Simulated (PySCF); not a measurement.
Molecule: SMILES C=C[Si](C)(C)C. Atoms near the plane z = 0.0 Å, at the GFN2-xTB optimised geometry (x, y, z in Å): Si3 (-0.3, -0.7, 0.0), C5 (1.6, -0.7, 0.0), C6 (-0.9, 1.1, 0.0), H13 (2.0, -1.7, 0.0), H14 (2.0, -0.1, -0.9), H15 (2.0, -0.2, 0.9), H16 (-2.0, 1.2, 0.0), H17 (-0.6, 1.7, 0.9), H18 (-0.6, 1.7, -0.9).

Computed with PySCF with CAM-B3LYP/def2-SVP. Cells within 0.4 Å of a nucleus heavier than hydrogen are left out (blank, or x). The values are rescaled to run from 0 to 1.

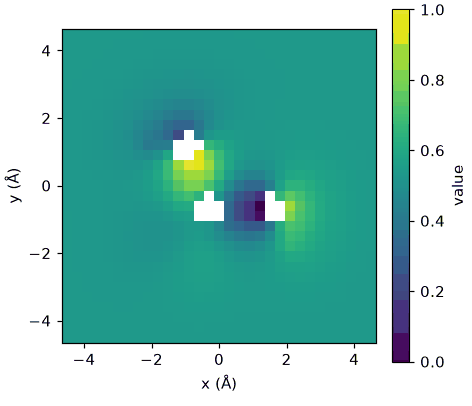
a field on the plane z = 0.0 Å.

**Question.** Which quantity is mapped?
A) electrostatic potential
B) deformation density (molecule minus spherical neutral atoms)
C) Laplacian of the electron density
D) an orbital amplitude

**Answer.** D, an orbital amplitude. In full: HOMO amplitude (bohr^(-3/2)).
